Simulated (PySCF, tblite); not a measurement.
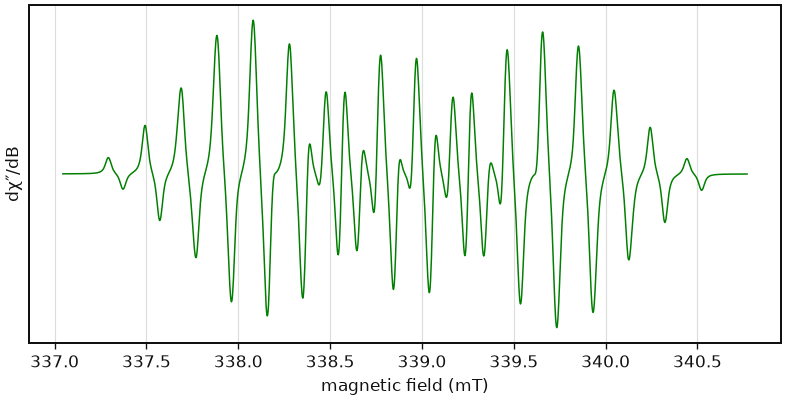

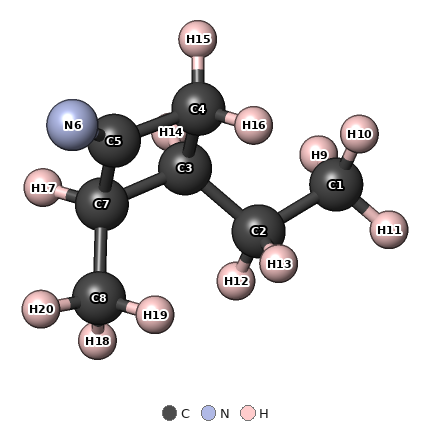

First-order isotropic EPR spectrum (fast tumbling, first derivative) of C₇H₁₂N, SMILES CC[C@@H]1CC(=[N])[C@@H]1C, doublet at 9.50 GHz, Lorentzian lines of 0.03 mT full width at half height, from computed g and hyperfine couplings (B3LYP/pcH-1, PySCF, at a GFN2-xTB geometry (a minimum by its frequencies), gas phase); values of one conformer, averaged over methyl-type rotors alone; other conformers aren't averaged in; no vibrational averaging; dilute isotopes left out. The SMILES is one Lewis form and needn't show where the spin sits.

### Which couplings does the calculation give? The spectrum shows the sizes of those above the line width, not their signs.

| nuclei | isotope | a (mT) | a (MHz) |
| --- | --- | --- | --- |
| N6 | ¹⁴N | 0.69 | 19.3 |
| H16 | ¹H | −0.40 | −11.3 |
| H17 | ¹H | −0.39 | −11.0 |
| H15 | ¹H | −0.38 | −10.6 |
| H18, H19, H20 | ¹H | 0.20 | 5.6 |
| H12 | ¹H | 0.04 | 1.1 |
| H14 | ¹H | 0.02 | 0.6 |

### What is the g value, and how wide is the spectrum?

g_iso = 2.0028, which centres the spectrum at 338.9 mT; it spans 3.2 mT.

Caveats: the tight-binding geometry is rougher than a DFT one and adds to the error.
